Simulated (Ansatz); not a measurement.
CuI (zinc blende)

```cif
data_CuI
_chemical_formula_sum 'I1 Cu1'
_space_group_name_H-M_alt 'P 1'
_space_group_IT_number 1
_cell_length_a 4.25739
_cell_length_b 4.25739
_cell_length_c 4.25739
_cell_angle_alpha 60.000
_cell_angle_beta 60.000
_cell_angle_gamma 60.000
loop_
_space_group_symop_operation_xyz
  'x, y, z'
loop_
_atom_site_label
_atom_site_type_symbol
_atom_site_fract_x
_atom_site_fract_y
_atom_site_fract_z
_atom_site_occupancy
I1 I 0.75000 0.75000 0.75000 1
Cu1 Cu 0.00000 0.00000 0.00000 1
```

E(V) scan at fixed shape, V₀ the volume above. Symmetry pins the atoms to their sites.

These are r2SCAN (plane waves to 500 eV, PAW, scalar-relativistic; Ansatz, an electronic-structure program) values and carry that method's errors. k mesh 10×10×10 (Γ-centred), Fermi-Dirac smearing 0.05 eV. The energy includes the smearing's −TS. CuI is run without spin polarisation. CuI was relaxed with its symmetry unable to fall. Spin-orbit coupling is left out, though I is heavy. The PAW data are Ansatz's earlier set. The zero of ΔE is the relaxed starting cell.

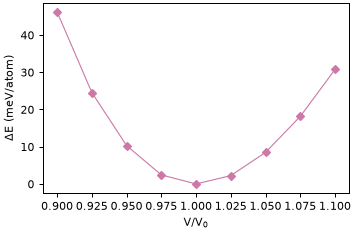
Fig. 1. ΔE (meV/atom) against V/V₀; markers are the computed points, lines only join them.

Task: What is ΔE at V/V₀ = 0.900?

Result: About 46 meV/atom.

Task: What is ΔE at V/V₀ = 1.100?

Result: About 31 meV/atom.

Task: What bulk modulus B₀ follows from a third-order Birch-Murnaghan fit?

Result: About 44 GPa.

(A scan under strain: stresses follow from slopes of the energy per volume, elastic moduli from its curvatures.)
